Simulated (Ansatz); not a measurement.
Ligand exchange: Si(CH3)2(OH)2 + C2H7NSi → Si(CH3)(OH)2(SiH3) + C3H7N

Species: Si(CH3)2(OH)2 (dimethylsilanediol), singlet; C2H7NSi `C=CN[SiH3]`, singlet; Si(CH3)(OH)2(SiH3), singlet; C3H7N (N-methylethenamine) `C=CNC`, singlet. The partners trade CH3 for SiH3: Si–CH3 and N–SiH3 bonds give way to Si–SiH3 and N–CH3.

Shapes, held fixed at every level: PBE0-D4/def2-TZVP. Flexible molecules stand in one conformer, not always the lowest. Programs: Ansatz 0.2.0. Electronic energies: no zero-point or thermal term.

| level | kind | ΔE (kJ/mol) | less CCSD(T)/CBS estimate |
| --- | --- | --- | --- |
| HF/def2-TZVPP | Hartree–Fock | +146.4 | +6.2 |
| PBE-D4/def2-TZVPP | GGA | +114.6 | -25.6 |
| B3LYP-D4/def2-TZVPP | global hybrid | +132.2 | -8.0 |
| wB97M-V/def2-TZVPP | range-separated hybrid | +142.8 | +2.6 |
| B2PLYP/def2-TZVPP | double hybrid | +138.8 | -1.4 |
| CCSD/def2-TZVPP | coupled cluster or CI | +140.5 | +0.3 |
| CCSD(T)/CBS estimate | coupled cluster or CI | +140.2 | 0.0 |

The highest level, CCSD(T)/CBS estimate, gives ΔE = +140.2 kJ/mol; the levels span +114.6 to +146.4. The column of differences is taken from that level and isn't an error. No measured value is set beside it here. The CBS estimate extrapolates MP2 from def2-TZVPP and def2-QZVPP and adds CCSD(T) − MP2 in the triple-zeta set, cores frozen.

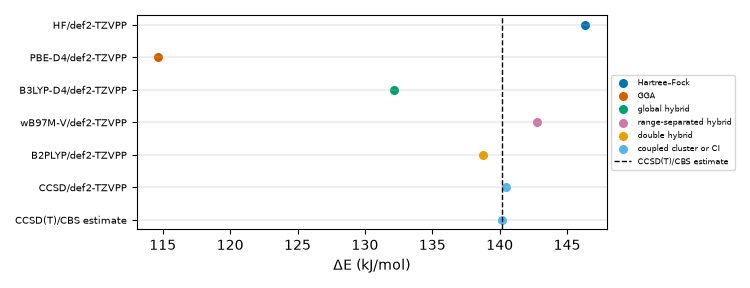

The values of the table, level by level.
